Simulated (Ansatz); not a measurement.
Pressure series in PbZrO3

Start from PbZrO3 in the cubic perovskite structure (space group Pm-3m, No. 221; a cell from a computed database, its experimental status unchecked).

```yaml
crystal:
  lattice:
    - [4.14129, 0.00000, 0.00000]
    - [0.00000, 4.14129, 0.00000]
    - [0.00000, 0.00000, 4.14129]
  atoms:
    - { symbol: Zr, position: [0.00000, 0.00000, 0.00000] }
    - { symbol: Pb, position: [0.50000, 0.50000, 0.50000] }
    - { symbol: O, position: [0.50000, 0.00000, 0.00000] }
    - { symbol: O, position: [0.00000, 0.50000, 0.00000] }
    - { symbol: O, position: [0.00000, 0.00000, 0.50000] }
```

Cell and atoms are relaxed at each pressure.

Calculations: PBEsol in Ansatz (plane waves to 420 eV, PAW, scalar-relativistic without spin-orbit coupling).

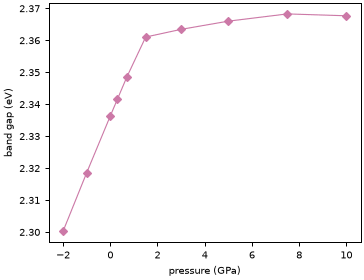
*Band gap against pressure*

| pressure (GPa) | band gap |
|---|---|
| -2 | 2.30 eV |
| -1 | 2.32 eV |
| 0.3 | 2.34 eV |
| 0.7 | 2.35 eV |
| 1.5 | 2.36 eV |
| 3 | 2.36 eV |
| 5 | 2.37 eV |
| 7.5 | 2.37 eV |
| 10 | 2.37 eV |

With Pb present, leaving out spin-orbit coupling can change the band edges. Load acts through the strain it causes; cell and atoms are relaxed under it. Whether these cells are dynamically stable was not tested. Competing high-pressure phases were not computed. Many cubic perovskites are stable only at high temperature; tilts and polar distortions were not tested.

Ansatz is a program for electronic structure.
